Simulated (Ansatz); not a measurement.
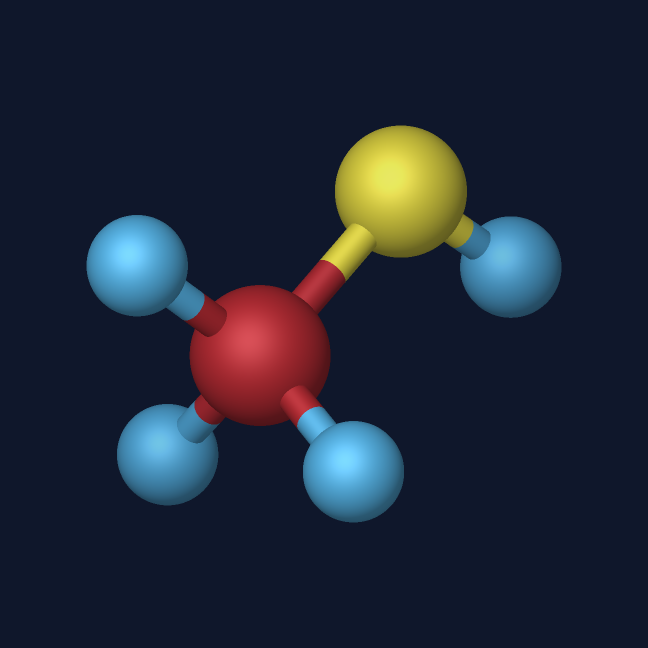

Rendered structure (ball-and-stick style). Colours: oxygen yellow, carbon red, hydrogen blue.

Computed geometry: PBE0-D4/def2-TZVP optimisation.

What does the picture show?

The molecule is CH₄O. This geometry has Cs symmetry. Coordination: 1 O bent; 1 C tetrahedral.

The parts below concern this one geometry. Atoms keep their numbers from picture to picture.

### Geometry

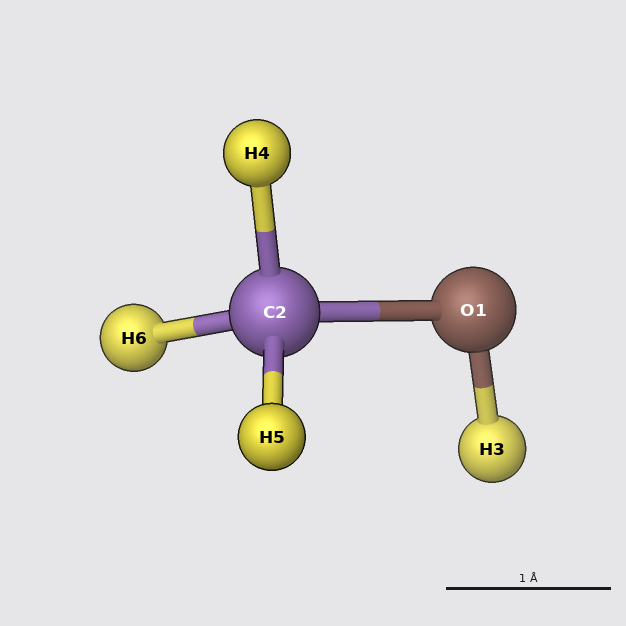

Atoms carry their numbers in the input.

Give the bond lengths.

```tsv
bond	length (Å)
O1–C2	1.409
O1–H3	0.959
C2–H4	1.090
C2–H5	1.097
C2–H6	1.097
```

### Electronic properties

Properties computed with RKS PBE0-D4/def2-TZVPP (Ansatz 0.2.0).

What is the HOMO energy (Kohn–Sham orbital)?

Answer. −7.89 eV.

Give the LUMO energy (Kohn–Sham orbital) at this level.

Answer. 1.10 eV.

### Thermal motion

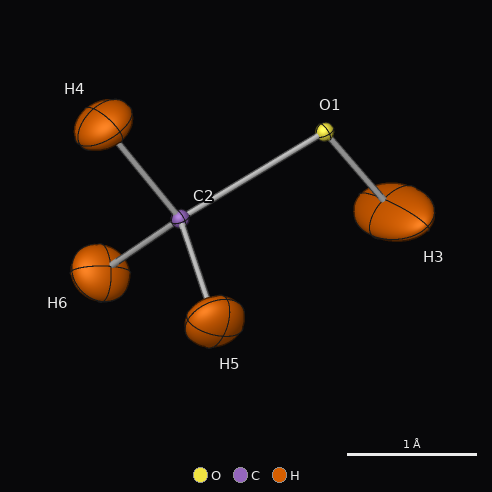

Displacement ellipsoids at the 50 % level, enlarged 1.5 times, from the internal vibrations of the free molecule (harmonic, no overall translation or rotation; no half-axis is drawn under 0.075 Å). Vibrations computed with RKS PBE0-D4/def2-TZVP (Ansatz 0.2.0). Temperature: 200 K.

List U_eq and the three principal root-mean-square amplitudes for each kind of atom.

```csv
atom,U_eq (Å²),rms amplitudes (Å)
O1,0.00029,"0.009, 0.018, 0.022"
C2,0.00044,"0.017, 0.017, 0.027"
H3,0.0222,"0.064, 0.111, 0.224"
H4,0.0096,"0.072, 0.107, 0.110"
"H5, H6",0.0091,"0.072, 0.101, 0.109"
```

### Dipole moment

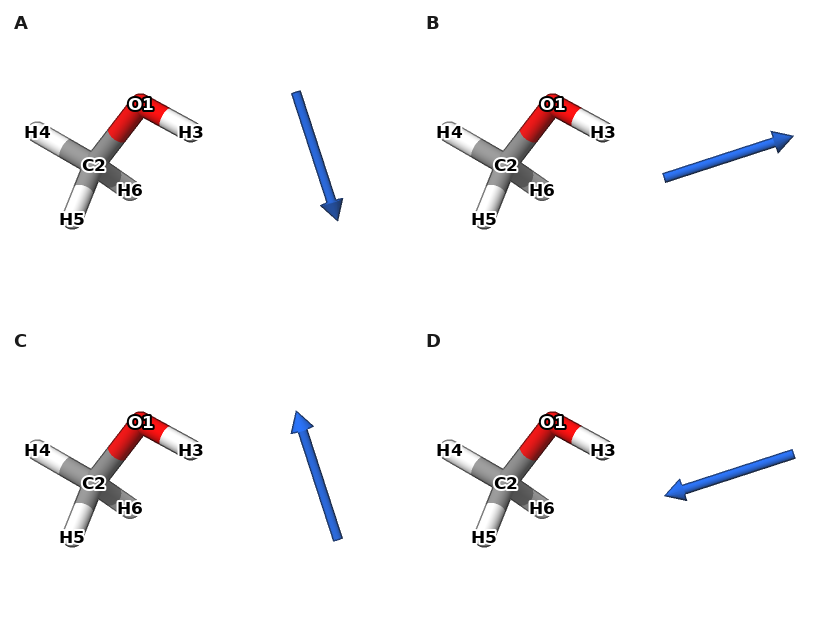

The same molecule four times, each with an arrow. Level of theory: RKS PBE0-D4/def2-TZVP (Ansatz 0.2.0).

Which arrow points along the dipole moment, from the negative to the positive end?

Answer. A. The dipole moment is 1.67 D; it points from the side of O1, H4 to the side of H5, H6 (the outermost atoms at the two ends).
